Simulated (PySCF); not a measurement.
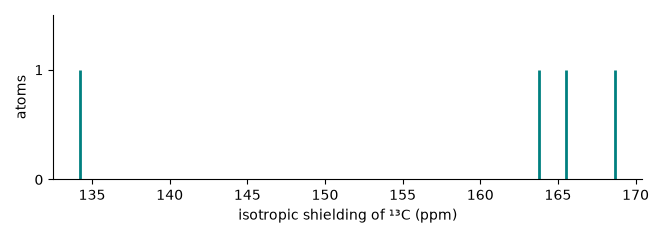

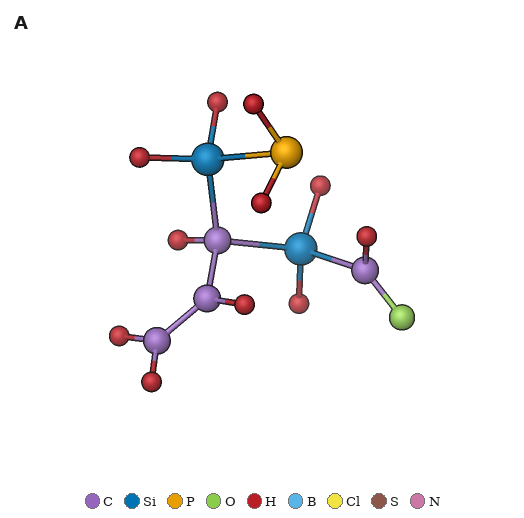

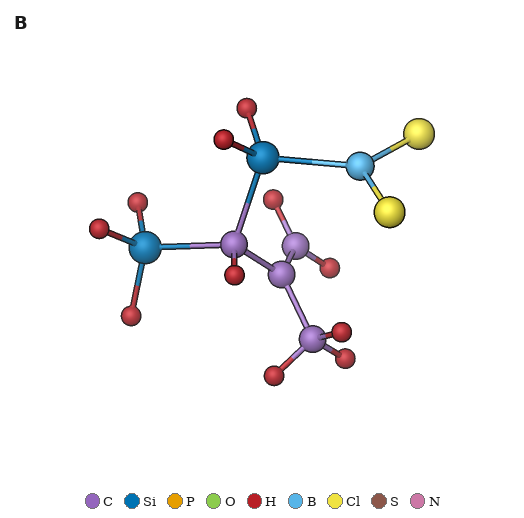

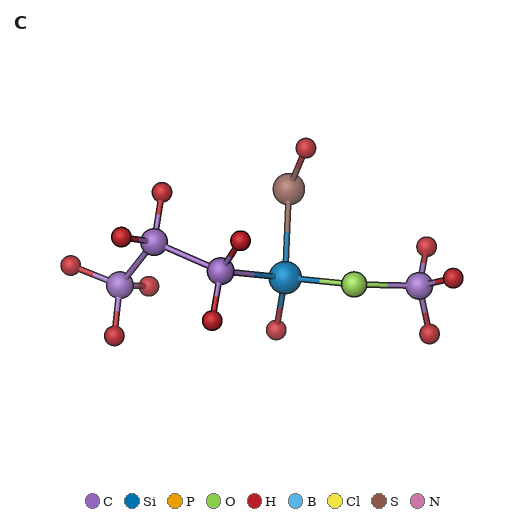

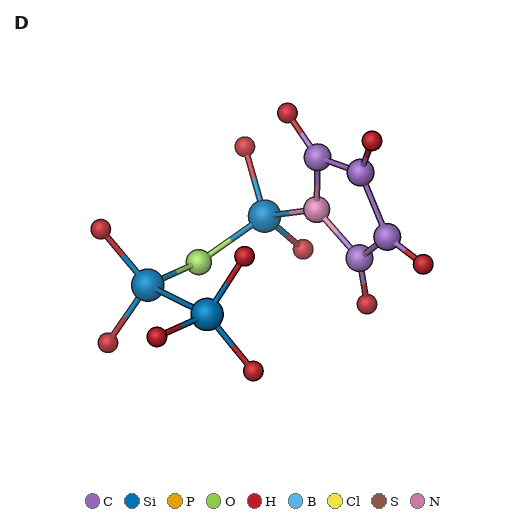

The sticks are computed shieldings of one of the molecules, for one fixed geometry (GFN2-xTB) without averaging over rotations. Low shielding means a high chemical shift. Method: GIAO PBE0/pcSseg-1 NMR shielding, non-relativistic, gas phase (PySCF 2.14.0).

Match the spectrum to a structure.

Answer. C, `CCC[Si@@H](S)OC`. Its 4 C atoms give lines at 134.2, 163.8, 165.5, 168.7 ppm.

The geometry is semi-empirical. Around B, P, Si such bond lengths and angles can be off by a tenth of an ångström or more and by several degrees, and values that hang on the shape move with them.
